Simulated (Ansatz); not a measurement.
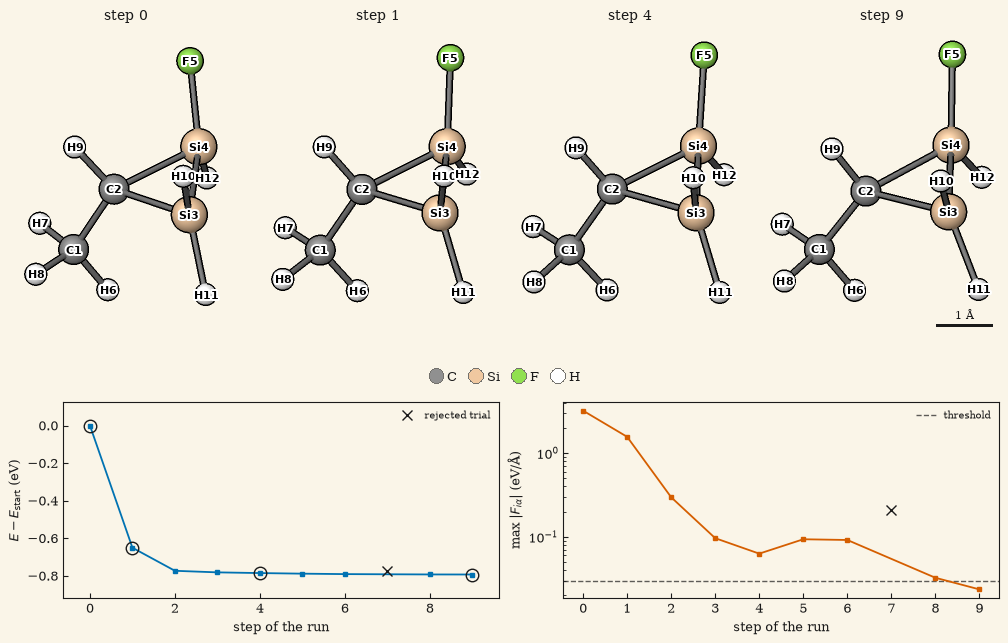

Frames of a relaxation of C2H7FSi2 (coarse preliminary run), marked on the history of the run. A ball-and-stick model, seen from a free direction.

The start comes from a force field.

All numbers below come from RKS PBE-D4/def2-SVP in Ansatz.

The input:
```yaml
crystal:
  periodic: [false, false, false]
  atoms:
    - {symbol: C, position_ang: [-1.267900, -0.679300, 0.306600]}
    - {symbol: C, position_ang: [-0.087800, 0.183400, 0.439700]}
    - {symbol: Si, position_ang: [1.507200, -0.537500, 0.016700]}
    - {symbol: Si, position_ang: [0.578400, 1.198300, -0.979400]}
    - {symbol: F, position_ang: [0.821200, 2.652700, -0.468800]}
    - {symbol: H, position_ang: [-1.358400, -1.191200, -0.641200]}
    - {symbol: H, position_ang: [-2.179800, 0.006800, 0.335800]}
    - {symbol: H, position_ang: [-1.360600, -1.330200, 1.117100]}
    - {symbol: H, position_ang: [-0.106800, 0.748500, 1.418200]}
    - {symbol: H, position_ang: [2.542600, -0.302000, 1.128200]}
    - {symbol: H, position_ang: [1.412600, -1.898700, -0.539000]}
    - {symbol: H, position_ang: [-0.423500, 1.094000, -2.099800]}
basis:
  gaussian: {orbitals: def2-SVP}
hamiltonian: {xc: pbe, dispersion: d4}
relax: {f_tol: 0.03, max_steps: 200}
```

Launched with:
```bash
ansatz run in.yaml --threads 4 --pin off --events-out ev --progress --plain --max-ram 10444MiB
```

Q: Describe the path.

A: After 8 accepted moves (9 points after the start) the energy has fallen by 0.793 eV. Largest force component: 3.2 eV/Å at the start, 0.024 eV/Å at the end. The line search rejected the trial step at point 7 of the run. H12 moves most after the best rigid fit: 0.36 Å. Largest moves by element: H 0.36 Å, F 0.24 Å, C 0.20 Å, Si 0.12 Å. Among the contacts that change: C2–Si3 1.801 → 1.957 Å, Si4–F5 1.560 → 1.645 Å, C1–H8 1.044 → 1.111 Å, Si3–Si4 2.206 → 2.268 Å. Among the angles between lasting bonds that change: C2–Si4–F5 108.3° → 118.6°, C2–Si4–H12 106.9° → 116.7°, Si3–C2–H9 114.7° → 105.0°. From step 0 to 1: F and H atoms move most (0.17 Å), energy −0.650 eV. From step 1 to 4: F and H atoms move most (0.12 Å), energy −0.135 eV. From step 4 to 9: H atoms move most (0.14 Å), energy −0.008 eV.
